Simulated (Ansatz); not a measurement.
# Geometry relaxation of CH8NSi (part 1 of 2)

The run: geometry relaxation of CH8NSi, multiplicity 2. Method and program: UKS B3LYP/def2-mTZVP (Ansatz 0.2.0).

The input holds or restrains some coordinates. It belongs to a series of runs on one base structure; here: pulled along the bonds that form and break, towards end B. Figures and captions count atoms from 1; the log counts them from 0 in places.

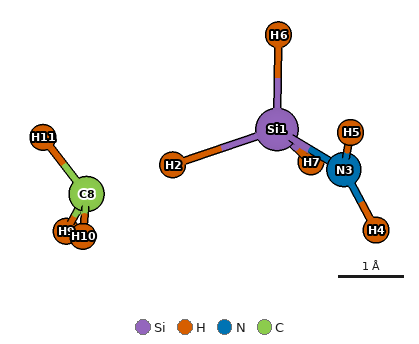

Fig. 1: The structure as given in the input (ball-and-stick view, seen at a tilt; atoms are numbered from 1 in the order of the input). Bond lengths as drawn: C–H 1.11 Å, H–N 1.06 Å, H–Si 1.46 to 1.71 Å and N–Si 1.82 Å.

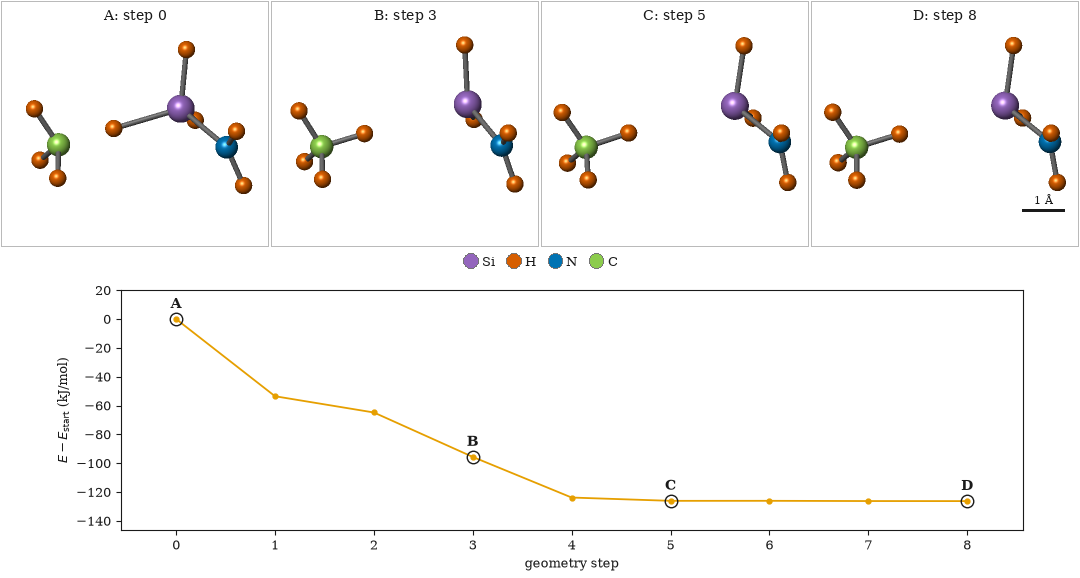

Fig. 2: Frames of the restrained relaxation (ball-and-stick view, seen at a tilt) above the curves, on which the letters mark them (the first geometry is step 0 here and step 1 in the log).

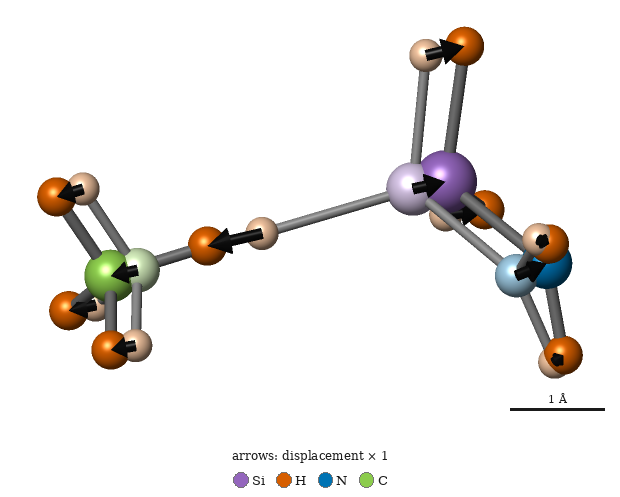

Fig. 3: Start (faint) and end (solid) with the displacements as black arrows, at true length (ball-and-stick view, seen at a tilt). The two geometries are laid on each other by the best rigid fit. The largest move after the best rigid fit is that of H2, 0.60 Å. Largest moves by element: H 0.60 Å, N 0.36 Å, Si 0.36 Å, C 0.30 Å. Distances before and after: Si1–H2 1.710 → 2.668 Å, H2–C8 1.410 → 1.103 Å, Si1–N3 1.820 → 1.741 Å, N3–H4 1.060 → 1.012 Å. Among the angles that change: H4–N3–H5 120.0° → 110.7°, N3–Si1–H6 109.5° → 106.6°. The energy falls by 126.2 kJ/mol in 8 geometry steps. The largest force component goes from 2.3 to 0.46 eV/Å. (Atoms are counted from 1 in the order of the input.)

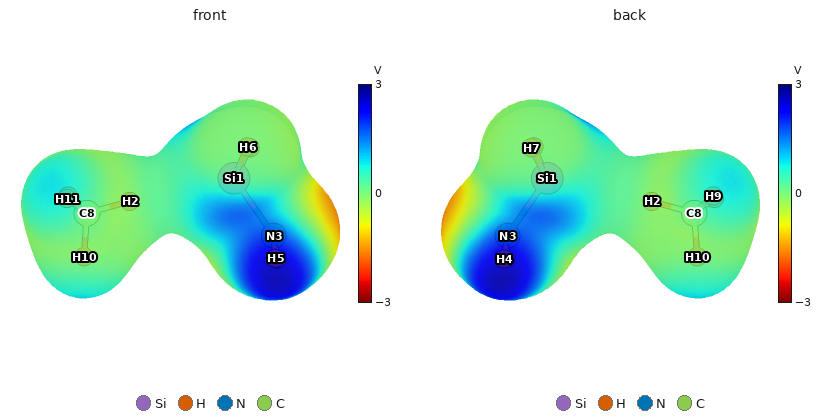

Fig. 4: The electrostatic potential painted on the density surface at 0.004 e/bohr³, seen face on and from behind; the colour scale runs from red (negative) to blue (positive).

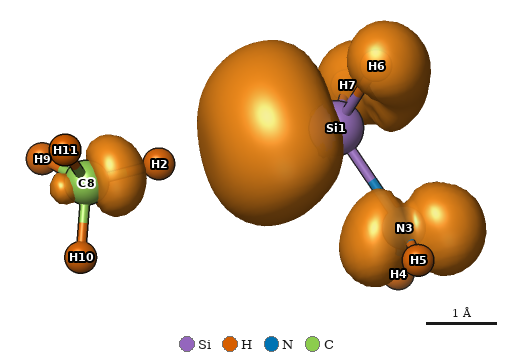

Fig. 5: Isosurface of the spin density (α minus β) at +0.015 e/Å³ (orange), seen at a tilt. The unpaired spin (1 electron) lies mostly on Si1 (about 0.6) and N3 (about 0.2), in electrons by Hirshfeld's partition.

The input that produced these results follows, with the program's output.

### Input
```yaml
crystal:
  periodic: [false, false, false]
  atoms:
    - { symbol: Si, position_ang: [0.0, 0.0, 0.0] }
    - { symbol: H, position_ang: [0.0, 0.0, 1.71] }
    - { symbol: "N", position_ang: [1.7163, 0.0, -0.6061] }
    - { symbol: H, position_ang: [2.2145, -0.918, -0.7868] }
    - { symbol: H, position_ang: [2.2175, 0.918, -0.7783] }
    - { symbol: H, position_ang: [-0.6877, 1.1914, -0.4862] }
    - { symbol: H, position_ang: [-0.6877, -1.1914, -0.4862] }
    - { symbol: C, position_ang: [0.0, 0.0, 3.12] }
    - { symbol: H, position_ang: [-0.5653, -0.8805, 3.4905] }
    - { symbol: H, position_ang: [1.0452, -0.0494, 3.4905] }
    - { symbol: H, position_ang: [-0.4798, 0.9298, 3.4905] }
magnetization:
  spin_polarized: true
  initial_magnetization: 1
basis:
  gaussian: { orbitals: def2-mTZVP }
hamiltonian:
  xc: b3lyp
relax:
  f_tol: 0.15
  max_steps: 25
  restrain:
    - { distance: [1, 7], at: 1.11, k: 30.0 }
    - { distance: [0, 1], at: 2.66, k: 30.0 }
output:
  orbitals: {}
```

Command:
```bash
ansatz run input.yaml --threads 2 --pin off --max-ram 3072MiB --backend cpu --events-out ev --progress --plain --runs-dir out
```

### Output
```
The last accepted step is kept in [file] (removed where the run ends without a failure and the disk answers)
Engine: ansatz 0.2.0, x86_64-unknown-linux-gnu
Functional definition: B3LYP
  parameter a0 = 0.2
  parameter ax = 0.72
  parameter ac = 0.81
  exchange = (1 - a0 - ax)*slater_x + ax*b88_x + a0*exact_x
  correlation = (1 - ac)*vwn_rpa_c + ac*lyp_c
860 factors; integrals over basis functions are off by at most 6.3e-4 eV
mean field evaluation 1: about -10522.8636 eV, gradient 5.3e1 eV
mean field evaluation 2: about -10502.3080 eV, gradient 7.9e1 eV
mean field evaluation 4: about -10534.3647 eV, gradient 6.9e0 eV
mean field evaluation 8: about -10534.6260 eV, gradient 9.2e-2 eV
mean field evaluation 16: about -10534.6261 eV, gradient 2.6e-5 eV
mean field -10534.62614741 eV, -387.1403702912 hartree, gradient 2.6e-5 eV, S^2 0.755990; 0 other end points of the search recorded, 0 dependent functions left out
the calculation of the forces begins
reference -10534.62643855 eV, -387.1403809906 hartree; 18, 17 occupied and 66, 67 virtual orbitals, 860 factors
relax step   1: F+E_penalty+E_count = -10534.62614741 eV  Δ(F+E_penalty+E_count) = +0.000e0 eV  max|allowed force component| = 2.320e0 eV/Å  E_restraint = 14.88750000 eV  max|allowed force component, restraints' pulls added| = 3.918e1 eV/Å  Δτ_max = 0.0000 Å  (28 SCF iters, accepted)
  distance H 1 - C 7 = 1.4100 Å
  distance Si 0 - H 1 = 1.7100 Å
these checks for a lower state are left out or cut short: starts, cluster_reference, orbital_swaps, neighbouring_geometries, increment
860 factors; integrals over basis functions are off by at most 6.5e-4 eV
mean field -10535.18069326 eV, -387.1607494753 hartree, gradient 2.7e-5 eV, S^2 0.753083; 0 other end points of the search recorded, 0 dependent functions left out
the calculation of the forces begins
reference -10535.18099411 eV, -387.1607605315 hartree; 18, 17 occupied and 66, 67 virtual orbitals, 860 factors
relax step   2: F+E_penalty+E_count = -10535.18069326 eV  Δ(F+E_penalty+E_count) = -5.545e-1 eV  max|allowed force component| = 2.324e0 eV/Å  E_restraint = 5.53464438 eV  max|allowed force component, restraints' pulls added| = 2.344e1 eV/Å  Δτ_max = 0.1949 Å  (31 SCF iters, accepted)
  distance H 1 - C 7 = 1.2155 Å
  distance Si 0 - H 1 = 2.0618 Å
these checks for a lower state are left out or cut short: starts, cluster_reference, orbital_swaps, neighbouring_geometries, increment
860 factors; integrals over basis functions are off by at most 5.8e-4 eV
mean field -10535.29759978 eV, -387.1650457106 hartree, gradient 2.8e-5 eV, S^2 0.752678; 0 other end points of the search recorded, 0 dependent functions left out
the calculation of the forces begins
reference -10535.29790743 eV, -387.1650570166 hartree; 18, 17 occupied and 66, 67 virtual orbitals, 860 factors
relax step   3: F+E_penalty+E_count = -10535.29759978 eV  Δ(F+E_penalty+E_count) = -1.169e-1 eV  max|allowed force component| = 2.611e0 eV/Å  E_restraint = 0.97643245 eV  max|allowed force component, restraints' pulls added| = 6.041e0 eV/Å  Δτ_max = 0.1975 Å  (31 SCF iters, accepted)
  distance H 1 - C 7 = 1.0311 Å
  distance Si 0 - H 1 = 2.4174 Å
these checks for a lower state are left out or cut short: starts, cluster_reference, orbital_swaps, neighbouring_geometries, increment
860 factors; integrals over basis functions are off by at most 6.0e-4 eV
mean field evaluation 32: about -10535.4857 eV, gradient 3.9e0 eV
mean field -10535.61696528 eV, -387.1767821763 hartree, gradient 2.6e-5 eV, S^2 0.752299; 0 other end points of the search recorded, 0 dependent functions left out
the calculation of the forces begins
reference -10535.61727542 eV, -387.1767935740 hartree; 18, 17 occupied and 66, 67 virtual orbitals, 860 factors
relax step   4: F+E_penalty+E_count = -10535.61696528 eV  Δ(F+E_penalty+E_count) = -3.194e-1 eV  max|allowed force component| = 1.401e0 eV/Å  E_restraint = 0.02021244 eV  max|allowed force component, restraints' pulls added| = 8.692e-1 eV/Å  Δτ_max = 0.1920 Å  (31 SCF iters, accepted)
  distance H 1 - C 7 = 1.0976 Å
  distance Si 0 - H 1 = 2.6254 Å
these checks for a lower state are left out or cut short: starts, cluster_reference, orbital_swaps, neighbouring_geometries, increment
860 factors; integrals over basis functions are off by at most 6.1e-4 eV
mean field -10535.90895557 eV, -387.1875126216 hartree, gradient 2.0e-5 eV, S^2 0.752203; 0 other end points of the search recorded, 0 dependent functions left out
the calculation of the forces begins
reference -10535.90925984 eV, -387.1875238034 hartree; 18, 17 occupied and 66, 67 virtual orbitals, 860 factors
relax step   5: F+E_penalty+E_count = -10535.90895557 eV  Δ(F+E_penalty+E_count) = -2.920e-1 eV  max|allowed force component| = 5.321e-1 eV/Å  E_restraint = 0.00168382 eV  max|allowed force component, restraints' pulls added| = 2.849e-1 eV/Å  Δτ_max = 0.1916 Å  (30 SCF iters, accepted)
  distance H 1 - C 7 = 1.1004 Å
  distance Si 0 - H 1 = 2.6555 Å
these checks for a lower state are left out or cut short: starts, cluster_reference, orbital_swaps, neighbouring_geometries, increment
860 factors; integrals over basis functions are off by at most 6.2e-4 eV
mean field -10535.93271296 eV, -387.1883856895 hartree, gradient 2.6e-5 eV, S^2 0.752322; 0 other end points of the search recorded, 0 dependent functions left out
the calculation of the forces begins
reference -10535.93301635 eV, -387.1883968391 hartree; 18, 17 occupied and 66, 67 virtual orbitals, 860 factors
relax step   6: F+E_penalty+E_count = -10535.93271296 eV  Δ(F+E_penalty+E_count) = -2.376e-2 eV  max|allowed force component| = 4.710e-1 eV/Å  E_restraint = 0.00244814 eV  max|allowed force component, restraints' pulls added| = 1.638e-1 eV/Å  Δτ_max = 0.0708 Å  (30 SCF iters, accepted)
  distance H 1 - C 7 = 1.1039 Å
  distance Si 0 - H 1 = 2.6712 Å
these checks for a lower state are left out or cut short: starts, cluster_reference, orbital_swaps, neighbouring_geometries, increment
860 factors; integrals over basis functions are off by at most 6.2e-4 eV
mean field -10535.93251724 eV, -387.1883784972 hartree, gradient 1.2e-5 eV, S^2 0.752319; 0 other end points of the search recorded, 0 dependent functions left out
the calculation of the forces begins
reference -10535.93282139 eV, -387.1883896742 hartree; 18, 17 occupied and 66, 67 virtual orbitals, 860 factors
relax step   7: F+E_penalty+E_count = -10535.93251724 eV  Δ(F+E_penalty+E_count) = +1.957e-4 eV  max|allowed force component| = 5.059e-1 eV/Å  E_restraint = 0.00154032 eV  max|allowed force component, restraints' pulls added| = 2.955e-1 eV/Å  Δτ_max = 0.0610 Å  (29 SCF iters, accepted)
  distance H 1 - C 7 = 1.1044 Å
  distance Si 0 - H 1 = 2.6684 Å
these checks for a lower state are left out or cut short: starts, cluster_reference, orbital_swaps, neighbouring_geometries, increment
860 factors; integrals over basis functions are off by at most 6.1e-4 eV
mean field evaluation 64: about -10535.9342 eV, gradient 1.1e-5 eV
mean field -10535.93420274 eV, -387.1884404380 hartree, gradient 1.1e-5 eV, S^2 0.752276; 0 other end points of the search recorded, 0 dependent functions left out
the calculation of the forces begins
reference -10535.93450657 eV, -387.1884516036 hartree; 18, 17 occupied and 66, 67 virtual orbitals, 860 factors
```
